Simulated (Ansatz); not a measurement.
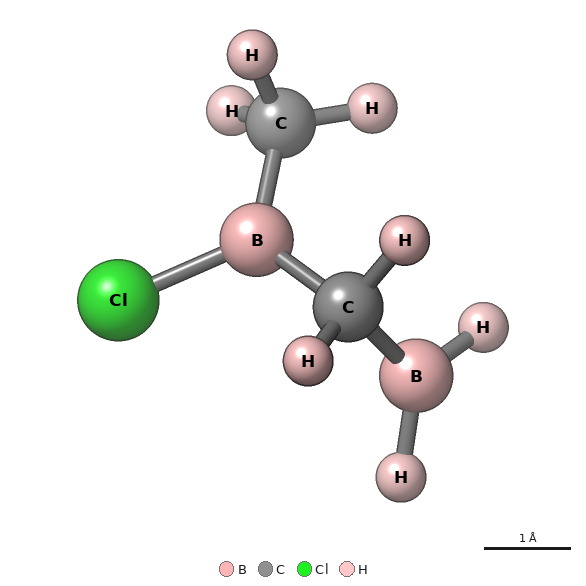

Atoms fade into the background with distance from the viewer. The computed structure is the end point of a PBE-D4/def2-SVP optimisation. No frequency run is at hand to confirm it as a minimum. Masses are those of the most abundant isotopes; constants are for the rigid equilibrium geometry.

> What kind of rotor is it, and what are its rotational constants in GHz?

An asymmetric top (C1): A = 4.88, B = 2.80, C = 2.04 GHz. Ray's parameter κ is −0.46, nearer the prolate limit.
